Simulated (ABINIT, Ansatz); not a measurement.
# NaHF2 (R-3m): G0W0 with ABINIT, start to end

Wanted: ground state, empty states, screening and self-energy for NaHF2 (R-3m).

Calculated with ABINIT 10.8.3; PBEsol and many-body steps on it, plane waves.

**1. Set-up**

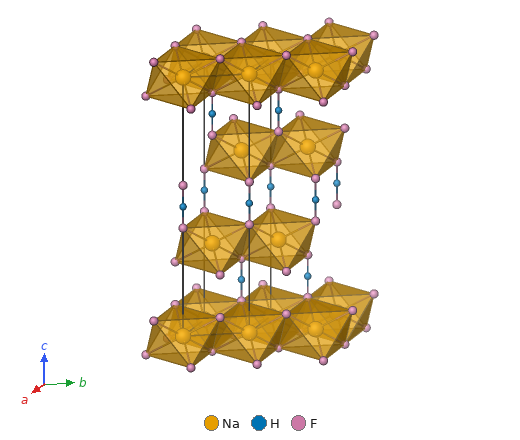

Start, viewed slightly off an axis; sodium orange, hydrogen blue, fluorine pink. 1×2×1 cells are drawn. This picture shows the conventional cell, with its axes. Some periodic images of atoms are drawn too.

As a file:

```cif
data_structure
_symmetry_space_group_name_H-M 'R-3m:H'
_symmetry_Int_Tables_number 166
_cell_length_a 3.4740
_cell_length_b 3.4740
_cell_length_c 13.7500
_cell_angle_alpha 90.000
_cell_angle_beta 90.000
_cell_angle_gamma 120.000
_cell_volume 143.71
loop_
_atom_site_label
_atom_site_type_symbol
_atom_site_symmetry_multiplicity
_atom_site_Wyckoff_symbol
_atom_site_fract_x
_atom_site_fract_y
_atom_site_fract_z
_atom_site_occupancy
Na1 Na 3 a 0.00000 0.00000 0.00000 1
H1 H 3 b 0.66667 0.33333 0.83333 1
F1 F 6 c 0.66667 0.33333 0.75093 1
```

The cell and positions come from the Crystallography Open Database and are kept as given unless a step says otherwise.

**2. Ground state**

This step: ABINIT 10.8.3; DFT, PBEsol, plane waves, norm-conserving pseudopotentials.

The ground-state density comes first.

run.abi

```
acell 3*1.0 Angstrom
rprim 
  1.737000000015 1.002857417591 4.583333333300
  -1.737000000015 1.002857417591 4.583333333300
  -0.000000000000 -2.005714835182 4.583333333300
ntypat 3
znucl 11 1 9
natom 4
typat 1 2 3 3
xred 
  0.000000000000 0.000000000000 0.000000000000
  0.500000000000 0.500000000000 0.500000000000
  0.417600000000 0.417600000000 0.417600000000
  0.582400000000 0.582400000000 0.582400000000
pp_dirpath "pseudos"
pseudos "Na.upf, H.upf, F.upf"
ecut 38
ngkpt 8 8 8
nshiftk 1
shiftk 0 0 0
kptopt 1
chksymbreak 0
nband 18
occopt 1
tolvrs 1e-10
nstep 60
prtwf 0
optforces 0
optstress 0
indata_prefix "in"
outdata_prefix "out"
tmpdata_prefix "tmp"
```

The run is started by

```
> OMP_NUM_THREADS=1 mpirun -n 4 abinit run.abi > log
```

Numbers of over 12 decimals in the logs are rounded to 6 here.

The log of the run:

```text
.Version 10.8.3 of ABINIT. v10.8.2 released Aug 2026.

 Symmetries : space group R-3 m (#166); Bravais hR (rhombohedral)
================================================================================
 Values of the parameters that define the memory need of the present run
     intxc =       0    ionmov =       0      iscf =       7    lmnmax =       5
     lnmax =       5     mgfft =      54  mpssoang =       3    mqgrid =    3001
     natom =       4  nloc_mem =       1    nspden =       1   nspinor =       1
    nsppol =       1      nsym =      12    n1xccc =    2501    ntypat =       3
    occopt =       1   xclevel =       2
-    mband =          18        mffmem =           1         mkmem =          17
       mpw =        3638          nfft =      157464          nkpt =          65
================================================================================
  Rough estimation (10% accuracy) of disk space for files :
================================================================================

--------------------------------------------------------------------------------
------------- Echo of variables that govern the present computation ------------
--------------------------------------------------------------------------------
 -outvars: echo values of preprocessed input variables --------
            acell      1.8897261259E+00  1.8897261259E+00  1.8897261259E+00 Bohr

      chksymbreak           0
             ecut      3.80000000E+01 Hartree
-          fftalg         312

              ixc     -116133
              kpt      0.00000000E+00  0.00000000E+00  0.00000000E+00
                       1.25000000E-01  0.00000000E+00  0.00000000E+00
                       2.50000000E-01  0.00000000E+00  0.00000000E+00
                       3.75000000E-01  0.00000000E+00  0.00000000E+00
                       5.00000000E-01  0.00000000E+00  0.00000000E+00
                       1.25000000E-01  1.25000000E-01  0.00000000E+00
                       2.50000000E-01  1.25000000E-01  0.00000000E+00
                       3.75000000E-01  1.25000000E-01  0.00000000E+00
                       5.00000000E-01  1.25000000E-01  0.00000000E+00
   [... 39 further rows ...]
                       5.00000000E-01  2.50000000E-01  2.50000000E-01
                      -3.75000000E-01  2.50000000E-01  2.50000000E-01
                       outvar_i_n : Printing only first  50 k-points.
         kptrlatt        8    0    0      0    8    0      0    0    8
          kptrlen      5.25192685E+01
P           mkmem          17
            natom           4
            nband          18
            ngfft          54      54      54
             nkpt          65
            nstep          60
             nsym          12
           ntypat           3
              occ      2.000000  2.000000  2.000000  2.000000  2.000000  2.000000
                       2.000000  2.000000  2.000000  2.000000  2.000000  2.000000
                       0.000000  0.000000  0.000000  0.000000  0.000000  0.000000
        optforces           0
        optstress           0
            prtwf           0
            rprim      1.7370000000E+00  1.0028574176E+00  4.5833333333E+00
[...]
spgroup         166

           tolvrs      1.00000000E-10

             xred      0.0000000000E+00  0.0000000000E+00  0.0000000000E+00
[...]
znucl       11.00000    1.00000    9.00000

================================================================================

 chkinp: Checking input parameters for consistency.

================================================================================
== DATASET  1 ==================================================================
-   mpi_nproc: 4, omp_nthreads: 1 (-1 if OMP is not activated)

--- !DatasetInfo
iteration_state: {dtset: 1, }
dimensions: {natom: 4, nkpt: 65, mband: 18, nsppol: 1, nspinor: 1, nspden: 1, mpw: 3638, }
cutoff_energies: {ecut:  38.0, pawecutdg:  -1.0, }
electrons: {nelect:   2.40000000E+01, charge:   0.00000000E+00, occopt:   1.00000000E+00, tsmear:   1.00000000E-02, }

 Real(R)+Recip(G) space primitive vectors, cartesian coordinates (Bohr,Bohr^-1):
 R(1)=  3.2824543  1.8951259  8.6612447  G(1)=  0.1523250  0.0879449  0.0384856
 R(2)= -3.2824543  1.8951259  8.6612447  G(2)= -0.1523250  0.0879449  0.0384856
 R(3)=  0.0000000 -3.7902517  8.6612447  G(3)=  0.0000000 -0.1758898  0.0384856
 Unit cell volume ucvol=  3.2327216E+02 bohr^3
 Angles (23,13,12)=  4.06314301E+01  4.06314301E+01  4.06314301E+01 degrees

 getcut: wavevector=  0.0000  0.0000  0.0000  ngfft=  54  54  54
         ecut(hartree)=     38.000   => boxcut(ratio)=   2.05942

--- Pseudopotential description ------------------------------------------------
- Na Generated using ONCVPSP code by D. R. Hamann
- 11.00000   9.00000  180301                  znucl, zion, pspdat
12 -116133 1 -1 2016                          pspcod,pspxc,lmax,lloc,mmax
     nproj     2     2     0
  pspatm : epsatm=    9.32918808
         --- l  ekb(1:nproj) -->
[...]
pspatm: atomic psp has been read  and splines computed

- H Generated using ONCVPSP code by D. R. Hamann
-  1.00000   1.00000  180301                  znucl, zion, pspdat
12 -116133 1 -1 1180                          pspcod,pspxc,lmax,lloc,mmax
     nproj     2     1     0
  pspatm : epsatm=    0.35585368
         --- l  ekb(1:nproj) -->
[...]
1   -0.494138
 pspatm: atomic psp has been read  and splines computed

- F Generated using ONCVPSP code by D. R. Hamann
-  9.00000   7.00000  180301                  znucl, zion, pspdat
12 -116133 2 -1 832                           pspcod,pspxc,lmax,lloc,mmax
     nproj     2     2     1
  pspatm : epsatm=    4.89824381
         --- l  ekb(1:nproj) -->
[...]
2   -2.394754
 pspatm: atomic psp has been read  and splines computed

   4.67556705E+02                                ecore*ucvol(ha*bohr**3)
--------------------------------------------------------------------------------

_setup2: Arith. and geom. avg. npw (full set) are    3616.209    3616.195

================================================================================

--- !BeginCycle
iteration_state: {dtset: 1, }
solver: {iscf: 7, nstep: 60, nline: 4, wfoptalg: 0, }
tolerances: {tolvrs: 1.00E-10, }

     iter   Etot(hartree)      deltaE(h)  residm     vres2
 ETOT  1  -95.371360499391    -9.537E+01 1.117E-01 5.112E+02
 ETOT  2  -95.419329754392    -4.797E-02 9.247E-03 3.787E+02
 ETOT  3  -95.487620696580    -6.829E-02 5.857E-03 9.919E+00
 ETOT  4  -95.488838087424    -1.217E-03 6.920E-04 1.287E-01
 ETOT  5  -95.488847732382    -9.645E-06 2.588E-04 2.517E-02
 ETOT  6  -95.488850120977    -2.389E-06 4.231E-05 1.732E-03
 ETOT  7  -95.488850175165    -5.419E-08 2.962E-05 9.136E-05
 ETOT  8  -95.488850178816    -3.651E-09 1.743E-05 8.957E-06
 ETOT  9  -95.488850178962    -1.463E-10 2.906E-05 1.747E-06
 ETOT 10  -95.488850178990    -2.801E-11 1.658E-05 7.812E-08
 ETOT 11  -95.488850178994    -3.880E-12 2.773E-05 4.007E-09
 ETOT 12  -95.488850178994     5.400E-13 1.529E-05 1.338E-11

 At SCF step   12       vres2   =  1.34E-11 < tolvrs=  1.00E-10 =>converged.

--- !ResultsGS
iteration_state: {dtset: 1, }
comment   : Summary of ground state results
lattice_vectors:
- [  3.2824543,   1.8951259,   8.6612447, ]
- [ -3.2824543,   1.8951259,   8.6612447, ]
- [ -0.0000000,  -3.7902517,   8.6612447, ]
lattice_lengths: [   9.45427,    9.45427,    9.45427, ]
lattice_angles: [ 40.631,  40.631,  40.631, ] # degrees, (23, 13, 12)
lattice_volume:   3.2327216E+02
convergence: {deltae:  5.400E-13, res2:  1.338E-11, residm:  1.529E-05, diffor:  0.000E+00, }
etotal    :  -9.54888502E+01
entropy   :   0.00000000E+00
fermie    :  -1.26494763E-01
cartesian_stress_tensor: null
pressure_GPa: null
xred      :
- [  0.0000E+00,   0.0000E+00,   0.0000E+00, Na]
- [  5.0000E-01,   5.0000E-01,   5.0000E-01,  H]
- [  4.1760E-01,   4.1760E-01,   4.1760E-01,  F]
- [  5.8240E-01,   5.8240E-01,   5.8240E-01,  F]
cartesian_forces: null
force_length_stats: {min: null, max: null, mean: null, }

 Integrated electronic density in atomic spheres:
 ------------------------------------------------
 Atom  Sphere_radius  Integrated_density
[...]
4        2.00000          7.12708732
================================================================================

 ----iterations are completed or convergence reached----

 Mean square residual over all n,k,spin=   13.362E-09; max=  15.287E-06
 reduced coordinates (array xred) for    4 atoms
       0.000000000000      0.000000000000      0.000000000000
       0.500000000000      0.500000000000      0.500000000000
       0.417600000000      0.417600000000      0.417600000000
       0.582400000000      0.582400000000      0.582400000000
 rms dE/dt=  0.0000E+00; max dE/dt=  0.0000E+00; dE/dt below (all hartree)
    1       0.000000000000      0.000000000000      0.000000000000
    2       0.000000000000      0.000000000000      0.000000000000
    3       0.000000000000      0.000000000000      0.000000000000
    4       0.000000000000      0.000000000000      0.000000000000

 cartesian coordinates (angstrom) at end:
    1      0.000000     0.000000     0.000000
    2     -0.000000     0.000000     6.875000
    3     -0.000000     0.000000     5.742000
    4      0.000000     0.000000     8.008000
 length scales=  1.889726125908  1.889726125908  1.889726125908 bohr
              =  1.000000000000  1.000000000000  1.000000000000 angstroms
 prteigrs : about to open file out_EIG
 Fermi (or HOMO) energy (hartree) =  -0.12649   Average Vxc (hartree)=  -0.30043
 Eigenvalues (hartree) for nkpt=  65  k points:
 kpt#   1, nband= 18, wtk=  0.00195, kpt=  0.0000  0.0000  0.0000 (reduced coord)
  -1.82753   -0.87479   -0.83452   -0.80128   -0.80128   -0.79265   -0.30980   -0.14551
  -0.14551   -0.13481   -0.13481   -0.13385    0.12823    0.35973    0.40202    0.52441
   0.57446    0.57446
 prteigrs : prtvol=0 or 1, do not print more k-points.

--- !EnergyTerms
iteration_state     : {dtset: 1, }
comment             : Components of total free energy in Hartree
kinetic             :  6.07410041776043E+01
hartree             :  3.63236830132896E+01
xc                  : -1.80141663739679E+01
Ewald energy        : -5.02885514626832E+01
psp_core            :  1.44632530267496E+00
local_psp           : -1.05493266645333E+02
non_local_psp       : -2.02038781905784E+01
total_energy        : -9.54888501789936E+01
total_energy_eV     : -2.59838398440521E+03
band_energy         : -1.39598903911370E+01

== END DATASET(S) ==============================================================
================================================================================

 -outvars: echo values of variables after computation  --------
           etotal     -9.5488850179E+01
            nband          18
             nkpt          65
          spgroup         166
 [... the other variables as echoed above ...]

 Calculation completed.
```

It took 72 s on 4 MPI ranks of Arm Neoverse V1, shared host; peak memory 0.44 GiB; 4.8 min of CPU time.

Numbers from this step:

```
total energy               : -2598.3840 eV
gap                        : 6.931 eV
k of the valence top       : 0.5, 0.5, 0.5
k of the conduction bottom : 0, 0, 0
least direct gap           : 7.132 eV
```

The gap is indirect, with the least direct gap 0.20 eV higher.

(Continued in part 2 of 3.)

[Paths, hosts, dates, memory and timing lines, banners, echoed tables and standing remarks are left out of the program output.]

[Logs are printed without paths, hosts, clocks, repeated set-up lines and the standing remarks that a program may print on its own settings, such as how far it seeks lower states.]

[Runs of the session that timed out or met a known fault of the program may be left out.]

[Hosts, paths, dates, database ids (printed as entryN), source tags and the programs' standing remarks are cut or masked in the printed files.]

[G0W0 gaps are taken among the corrected bands and points alone; a level outside them can change the order at an edge.]

[Where Ansatz stands beside ABINIT at settings called matched, ABINIT's density can come from a denser mesh and the files from another edition; pairs whose starting gaps differed by over 0.03 eV were left out, so agreement reads better than it is.]
